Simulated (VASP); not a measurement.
# Gd (Gadolinium) with LDA + U: from relaxation to properties, part 8 of 12

What structure does Gd (Gadolinium) take at this level, and what are its properties? The start is a cell from a database of measured crystal structures.

VASP 6.6.1, plane waves and PAW; the level of theory is named at each step.

Still holding for the runs below: The magnetic order is the lowest of the few collinear ones that converged above; longer or canted patterns were not tried. The k-mesh is coarse for a metal.

So far, moment of the cell, from the last line of the log (μB): step 2 (magnetic order: ferromagnetic) 15.5; step 8 (full relaxation (LDA + U)) 15.4; step 9 (second relaxation) 15.3. The relaxed cell has a = 3.503, c = 5.598 Å (conventional setting).

## Step 10: Single point with fields (LDA + U)

Level of this step: LDA, DFT+U (Gd f 5 eV), spin-polarised from a ferromagnetic start; plane waves and PAW (Gd) (VASP).

The relaxed cell gets a fresh self-consistent run, on a basis set for its own volume, to fix the density and to check the remaining stress.

INCAR

```
SYSTEM = Gd
PREC = Accurate
ENCUT = 450
EDIFF = 1E-06
NELM = 150
ISMEAR = 1
SIGMA = 0.2
LREAL = .FALSE.
ALGO = Normal
GGA = CA
NBANDS = 34
ISPIN = 2
MAGMOM = 7.12 7.12
LDAU = .TRUE.
LDAUTYPE = 2
LDAUL = 3
LDAUU = 5
LDAUJ = 0
LDAUPRINT = 1
LASPH = .TRUE.
LMAXMIX = 6
AMIX = 0.2
BMIX = 1E-04
AMIX_MAG = 0.8
BMIX_MAG = 1E-04
LORBIT = 11
LWAVE = .FALSE.
LCHARG = .TRUE.
ISIF = 2
LELF = .TRUE.
LVHAR = .TRUE.
```

POSCAR

```
Gd
1.0
    3.5030593686      0.0000000000      0.0000000000
   -1.7515296843      3.0337384041      0.0000000000
    0.0000000000      0.0000000000      5.5976249190
Gd
2
Direct
    0.3333333333      0.6666666667      0.2500000000
    0.6666666667      0.3333333333      0.7500000000
```

KPOINTS

```
Automatic mesh
0
Gamma
7 7 4
0 0 0
```

The projector-augmented-wave data sets are Gd (PBE family, release 64).

Run with:

```console
$ mpirun -np 4 vasp_std
```

The program printed:

```text
[banner, memory and clock lines left out]
running    4 mpi-ranks, on    1 nodes
 distrk:  each k-point on    4 cores,    1 groups
 distr:  one band on    1 cores,    4 groups

 POSCAR found type information on POSCAR Gd
 POSCAR found :  1 types and       2 ions
 [... a notice as in an earlier step ...]

 LDA part: xc-table for (Slater(with rela. corr.)+CA(PZ))
 , standard interpolation
|                                                                             |
|           W    W    AA    RRRRR   N    N  II  N    N   GGGG   !!!           |
|           W    W   A  A   R    R  NN   N  II  NN   N  G    G  !!!           |
|           W    W  A    A  R    R  N N  N  II  N N  N  G       !!!           |
|           W WW W  AAAAAA  RRRRR   N  N N  II  N  N N  G  GGG   !            |
|           WW  WW  A    A  R   R   N   NN  II  N   NN  G    G                |
|           W    W  A    A  R    R  N    N  II  N    N   GGGG   !!!           |
|                                                                             |
|     The number of bands has been changed from the values supplied in        |
|     The orbitals not found in the WAVECAR file will be initialized with     |
|     random numbers, which is usually adequate. For correlated               |
|     calculations, however, you should redo the groundstate calculation.     |
|     I found NBANDS = 34. Now, NBANDS = 36.                                  |
|                                                                             |

 POSCAR, INCAR and KPOINTS ok, starting setup
 FFT: planning ... GRIDC
 FFT: planning ... GRID_SOFT
 FFT: planning ... GRID
 WAVECAR not read
 entering main loop
       N       E                     dE             d eps       ncg     rms          rms(c)
DAV:   1     0.248256399434E+03    0.24826E+03   -0.10375E+04  5172   0.442E+03
DAV:   2     0.393241584367E+02   -0.20893E+03   -0.17755E+03  4868   0.430E+02
DAV:   3    -0.549070791609E+01   -0.44815E+02   -0.42867E+02  5500   0.139E+02
DAV:   4    -0.128476404076E+02   -0.73569E+01   -0.72732E+01  6620   0.483E+01
DAV:   5    -0.136499281907E+02   -0.80229E+00   -0.79885E+00  6644   0.162E+01    0.545E+01
DAV:   6    -0.219828969963E+02   -0.83330E+01   -0.81985E+00  5364   0.922E+01    0.364E+01
DAV:   7    -0.226796657585E+02   -0.69677E+00   -0.19185E+00  6176   0.171E+01    0.440E+01
DAV:   8    -0.227023749959E+02   -0.22709E-01   -0.23833E-01  5880   0.225E+00    0.542E+01
DAV:   9    -0.227069614974E+02   -0.45865E-02   -0.50145E-02  5696   0.229E+00    0.333E+01
DAV:  10    -0.227133216287E+02   -0.63601E-02   -0.36492E-02  5776   0.134E+00    0.453E+00
DAV:  11    -0.227132274218E+02    0.94207E-04   -0.42418E-03  5348   0.623E-01    0.283E+00
DAV:  12    -0.227125440189E+02    0.68340E-03   -0.12189E-03  5832   0.434E-01    0.199E+00
DAV:  13    -0.227121214345E+02    0.42258E-03   -0.13158E-03  6364   0.287E-01    0.124E+00
DAV:  14    -0.227121242613E+02   -0.28268E-05   -0.27459E-04  6084   0.906E-02    0.294E-01
DAV:  15    -0.227121078483E+02    0.16413E-04   -0.64592E-05  5080   0.110E-01    0.338E-02
DAV:  16    -0.227121065121E+02    0.13362E-05   -0.15586E-05  6528   0.361E-02    0.883E-02
DAV:  17    -0.227121065114E+02    0.65484E-09   -0.14481E-06  3880   0.798E-03
   1 F= -.22712107E+02 E0= -.22711892E+02  d E =-.643527E-03  mag=    15.3491
```

It took 13 s on 4 MPI ranks of Intel Xeon 6975P-C (Granite Rapids), shared host; peak memory 0.52 GiB.

OUTCAR, selected parts (step 10):

```text
   k-points           NKPTS =     24   k-points in BZ     NKDIM =     24   number of bands    NBANDS=     36

   ENCUT  =  450.0 eV  33.07 Ry    5.75 a.u.   6.06  6.06  9.68*2*pi/ulx,y,z

   NELECT =      36.0000    total number of electrons

atom =   1  type =  1  l = 3

 onsite density matrix

spin component  1

  0.9899  0.0000 -0.0000  0.0000  0.0000  0.0000  0.0000
  0.0000  0.9892 -0.0000  0.0000  0.0000  0.0000  0.0000
 -0.0000 -0.0000  0.9886  0.0000 -0.0000 -0.0000  0.0000
  0.0000  0.0000  0.0000  0.9897  0.0000 -0.0000 -0.0000
  0.0000  0.0000 -0.0000  0.0000  0.9886 -0.0000 -0.0000
  0.0000  0.0000 -0.0000 -0.0000 -0.0000  0.9892  0.0000
  0.0000  0.0000  0.0000 -0.0000 -0.0000  0.0000  0.9886

spin component  2

  0.0021  0.0000 -0.0000 -0.0000 -0.0000  0.0000 -0.0000
  0.0000  0.0018  0.0000 -0.0000 -0.0000  0.0000 -0.0000
 -0.0000  0.0000  0.0010 -0.0000  0.0000 -0.0000  0.0000
 -0.0000 -0.0000 -0.0000  0.0016 -0.0000 -0.0000  0.0000
 -0.0000 -0.0000  0.0000 -0.0000  0.0010  0.0000 -0.0000
  0.0000  0.0000 -0.0000 -0.0000  0.0000  0.0018 -0.0000
 -0.0000 -0.0000  0.0000  0.0000 -0.0000 -0.0000  0.0009

 occupancies and eigenvectors

  o =  0.0009  v =  0.0000  0.0000  0.0000  0.0000  0.0000  0.0000  0.0000  0.0000  0.0000 -0.0000  0.0000  0.0000 -0.0000  1.0000      0.0000  0.0000  0.0000  0.0000  0.0000  0.0000  0.0000  0.0000  0.0000  0.0000  0.0000  0.0000  0.0000  0.0000
  o =  0.0010  v =  0.0000  0.0000  0.0000  0.0000  0.0000  0.0000  0.0000 -0.0000 -0.0000 -1.0000 -0.0000  0.0001 -0.0000 -0.0000      0.0000  0.0000  0.0000  0.0000  0.0000  0.0000  0.0000  0.0000  0.0000  0.0000  0.0000  0.0000  0.0000  0.0000
  o =  0.0010  v =  0.0000  0.0000  0.0000  0.0000  0.0000  0.0000  0.0000  0.0000 -0.0000  0.0001 -0.0000  1.0000 -0.0000 -0.0000      0.0000  0.0000  0.0000  0.0000  0.0000  0.0000  0.0000  0.0000  0.0000  0.0000  0.0000  0.0000  0.0000  0.0000
  o =  0.0016  v =  0.0000  0.0000  0.0000  0.0000  0.0000  0.0000  0.0000  0.0000  0.0000 -0.0000  1.0000  0.0000  0.0000 -0.0000      0.0000  0.0000  0.0000  0.0000  0.0000  0.0000  0.0000  0.0000  0.0000  0.0000  0.0000  0.0000  0.0000  0.0000
  o =  0.0018  v =  0.0000  0.0000  0.0000  0.0000  0.0000  0.0000  0.0000  0.0000 -0.9996  0.0000 -0.0000 -0.0000  0.0298  0.0000      0.0000  0.0000  0.0000  0.0000  0.0000  0.0000  0.0000  0.0000  0.0000  0.0000  0.0000  0.0000  0.0000  0.0000
  o =  0.0018  v =  0.0000  0.0000  0.0000  0.0000  0.0000  0.0000  0.0000 -0.0000  0.0298 -0.0000 -0.0000  0.0000  0.9996  0.0000      0.0000  0.0000  0.0000  0.0000  0.0000  0.0000  0.0000  0.0000  0.0000  0.0000  0.0000  0.0000  0.0000  0.0000
  o =  0.0021  v =  0.0000  0.0000  0.0000  0.0000  0.0000  0.0000  0.0000  1.0000  0.0000 -0.0000 -0.0000 -0.0000  0.0000 -0.0000      0.0000  0.0000  0.0000  0.0000  0.0000  0.0000  0.0000  0.0000  0.0000  0.0000  0.0000  0.0000  0.0000  0.0000
  o =  0.9886  v = -0.0000  0.0000  0.0000  0.0000  0.0000  0.0000  1.0000  0.0000  0.0000  0.0000  0.0000  0.0000  0.0000  0.0000      0.0000  0.0000  0.0000  0.0000  0.0000  0.0000  0.0000  0.0000  0.0000  0.0000  0.0000  0.0000  0.0000  0.0000
  o =  0.9886  v =  0.0000 -0.0000  1.0000  0.0000  0.0000  0.0000 -0.0000  0.0000  0.0000  0.0000  0.0000  0.0000  0.0000  0.0000      0.0000  0.0000  0.0000  0.0000  0.0000  0.0000  0.0000  0.0000  0.0000  0.0000  0.0000  0.0000  0.0000  0.0000
  o =  0.9886  v =  0.0000  0.0000  0.0000 -0.0000 -1.0000  0.0000  0.0000  0.0000  0.0000  0.0000  0.0000  0.0000  0.0000  0.0000      0.0000  0.0000  0.0000  0.0000  0.0000  0.0000  0.0000  0.0000  0.0000  0.0000  0.0000  0.0000  0.0000  0.0000
  o =  0.9892  v =  0.0000  0.1526  0.0000 -0.0000 -0.0000 -0.9883 -0.0000  0.0000  0.0000  0.0000  0.0000  0.0000  0.0000  0.0000      0.0000  0.0000  0.0000  0.0000  0.0000  0.0000  0.0000  0.0000  0.0000  0.0000  0.0000  0.0000  0.0000  0.0000
[...]
o =  0.0010  v =  0.0000  0.0000  0.0000  0.0000  0.0000  0.0000  0.0000 -0.0000 -0.0000 -1.0000  0.0000  0.0001 -0.0000 -0.0000      0.0000  0.0000  0.0000  0.0000  0.0000  0.0000  0.0000  0.0000  0.0000  0.0000  0.0000  0.0000  0.0000  0.0000
  o =  0.0010  v =  0.0000  0.0000  0.0000  0.0000  0.0000  0.0000  0.0000 -0.0000  0.0000 -0.0001 -0.0000 -1.0000  0.0000  0.0000      0.0000  0.0000  0.0000  0.0000  0.0000  0.0000  0.0000  0.0000  0.0000  0.0000  0.0000  0.0000  0.0000  0.0000
  o =  0.0016  v =  0.0000  0.0000  0.0000  0.0000  0.0000  0.0000  0.0000  0.0000  0.0000  0.0000  1.0000  0.0000  0.0000  0.0000      0.0000  0.0000  0.0000  0.0000  0.0000  0.0000  0.0000  0.0000  0.0000  0.0000  0.0000  0.0000  0.0000  0.0000
  o =  0.0018  v =  0.0000  0.0000  0.0000  0.0000  0.0000  0.0000  0.0000 -0.0000 -0.9972  0.0000 -0.0000 -0.0000  0.0752  0.0000      0.0000  0.0000  0.0000  0.0000  0.0000  0.0000  0.0000  0.0000  0.0000  0.0000  0.0000  0.0000  0.0000  0.0000
  o =  0.0018  v =  0.0000  0.0000  0.0000  0.0000  0.0000  0.0000  0.0000  0.0000 -0.0752  0.0000  0.0000 -0.0000 -0.9972 -0.0000      0.0000  0.0000  0.0000  0.0000  0.0000  0.0000  0.0000  0.0000  0.0000  0.0000  0.0000  0.0000  0.0000  0.0000
  o =  0.0021  v =  0.0000  0.0000  0.0000  0.0000  0.0000  0.0000  0.0000  1.0000 -0.0000 -0.0000 -0.0000 -0.0000  0.0000 -0.0000      0.0000  0.0000  0.0000  0.0000  0.0000  0.0000  0.0000  0.0000  0.0000  0.0000  0.0000  0.0000  0.0000  0.0000
  o =  0.9886  v =  0.0000  0.0000 -0.0000  0.0000 -0.0000  0.0000 -1.0000  0.0000  0.0000  0.0000  0.0000  0.0000  0.0000  0.0000      0.0000  0.0000  0.0000  0.0000  0.0000  0.0000  0.0000  0.0000  0.0000  0.0000  0.0000  0.0000  0.0000  0.0000
  o =  0.9886  v = -0.0000 -0.0000 -1.0000 -0.0000 -0.0000  0.0000  0.0000  0.0000  0.0000  0.0000  0.0000  0.0000  0.0000  0.0000      0.0000  0.0000  0.0000  0.0000  0.0000  0.0000  0.0000  0.0000  0.0000  0.0000  0.0000  0.0000  0.0000  0.0000
  o =  0.9886  v =  0.0000 -0.0000  0.0000 -0.0000 -1.0000 -0.0000  0.0000  0.0000  0.0000  0.0000  0.0000  0.0000  0.0000  0.0000      0.0000  0.0000  0.0000  0.0000  0.0000  0.0000  0.0000  0.0000  0.0000  0.0000  0.0000  0.0000  0.0000  0.0000
  o =  0.9892  v =  0.0000  0.9997 -0.0000 -0.0000 -0.0000 -0.0244  0.0000  0.0000  0.0000  0.0000  0.0000  0.0000  0.0000  0.0000      0.0000  0.0000  0.0000  0.0000  0.0000  0.0000  0.0000  0.0000  0.0000  0.0000  0.0000  0.0000  0.0000  0.0000
  o =  0.9892  v =  0.0000 -0.0244  0.0000 -0.0000  0.0000 -0.9997 -0.0000  0.0000  0.0000  0.0000  0.0000  0.0000  0.0000  0.0000      0.0000  0.0000  0.0000  0.0000  0.0000  0.0000  0.0000  0.0000  0.0000  0.0000  0.0000  0.0000  0.0000  0.0000
  o =  0.9897  v = -0.0000  0.0000 -0.0000  1.0000 -0.0000 -0.0000  0.0000  0.0000  0.0000  0.0000  0.0000  0.0000  0.0000  0.0000      0.0000  0.0000  0.0000  0.0000  0.0000  0.0000  0.0000  0.0000  0.0000  0.0000  0.0000  0.0000  0.0000  0.0000
  o =  0.9899  v =  1.0000 -0.0000 -0.0000  0.0000  0.0000  0.0000  0.0000  0.0000  0.0000  0.0000  0.0000  0.0000  0.0000  0.0000      0.0000  0.0000  0.0000  0.0000  0.0000  0.0000  0.0000  0.0000  0.0000  0.0000  0.0000  0.0000  0.0000  0.0000

 E-fermi :   3.2614

 spin component 1
 k-point     1 :       0.0000    0.0000    0.0000
  band No.  band energies     occupation
    ...
     20      -3.9456      1.00000
     21      -3.9170      1.00000
     22      -3.9113      1.00000
     23      -1.9151      1.00000
     24       0.5963      1.00000
     25       4.5492     -0.00000
     26       4.5492     -0.00000
     27       4.7078     -0.00000
     28       4.7927     -0.00000
     29       5.2566     -0.00000
    ...

 k-point     2 :       0.1429   -0.0000    0.0000
  band No.  band energies     occupation
    ...
     20      -3.9551      1.00000
     21      -3.9358      1.00000
     22      -3.9250      1.00000
     23      -1.3827      1.00000
     24       1.0985      1.00000
     25       3.7098     -0.00338
     26       3.9388     -0.00001
     27       4.7550     -0.00000
     28       5.0820     -0.00000
     29       5.3897     -0.00000
    ...

  Total        0.0089698      0.0089698      0.0026459     -0.0000000      0.0000000      0.0000000
  in kB        0.2415829      0.2415829      0.0712622     -0.0000000      0.0000000      0.0000000
  external PRESSURE =       0.1848093 kB  Pullay stress =       0.0000000 kB

  FREE ENERGIE OF THE ION-ELECTRON SYSTEM (eV)
  ---------------------------------------------------
  free  energy   TOTEN  =       -22.7121065114 eV

  energy  without entropy=      -22.7114629849  energy(sigma->0) =      -22.71189200

[... 6 parts as in an earlier step ...]

[... 16 further parts left out ...]
```

With spin, VASP writes an ELF for each channel.

This step gave:

```yaml
scf_cycles: 17
bands: 36
pressure: 0.01848 GPa
```

Valence electrons inside each PAW sphere by angular momentum. Sphere charges, by row:

```tsv
atom	s (e)	p (e)	d (e)	f (e)	tot (e)
Gd1	2.08	5.525	0.677	6.928	15.21
Gd2	2.08	5.525	0.677	6.928	15.21
```

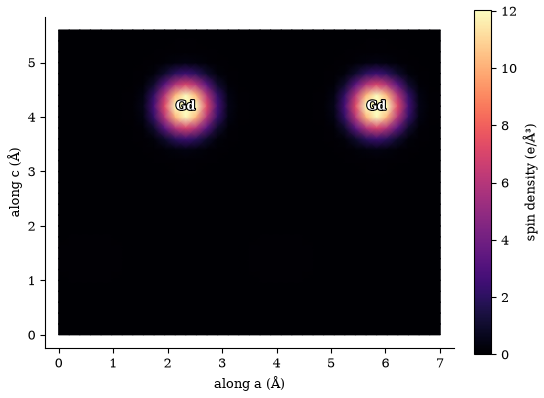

Spin density in the ac plane at fractional y = 0.333, with atoms of Gd within 0.2 Å of it.

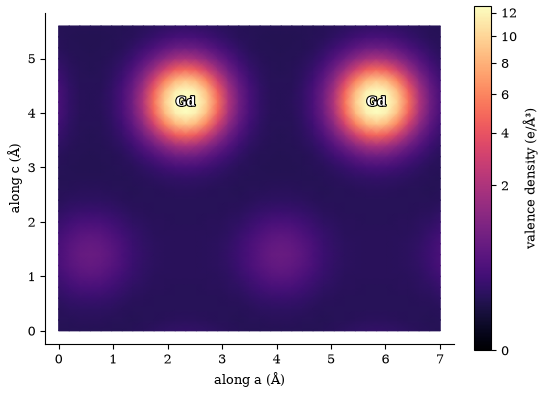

Valence density in the ac plane at fractional y = 0.333, with atoms of Gd within 0.2 Å of it. It is the smooth field of the valence electrons, not physical close to the nuclei. The colour scale is stretched toward low values.

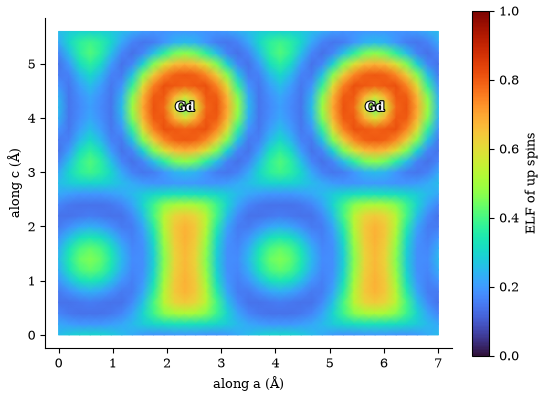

ELF of up spins in the ac plane at fractional y = 0.333, with atoms of Gd within 0.2 Å of it. It is the smooth field of the valence electrons, not physical close to the nuclei.

In this run the pressure is 0.02 GPa, small enough to go on.

(Continued in part 9 of 12.)

[Lines on the potential files, build, host, timing and source positions are cut from VASP's logs without a mark.]

[Logs are printed without paths, hosts, clocks, repeated set-up lines and the standing remarks that a program may print on its own settings, such as how far it seeks lower states.]

[Hosts, paths, dates, database ids (printed as entryN), source tags and the programs' standing remarks are cut or masked in the printed files.]

[A measured line is paired with the nearest computed mode of its activity, which favours agreement.]

[In band tables of VASP the shares of atoms and orbitals are scaled to a sum of 1 inside the atoms' spheres.]
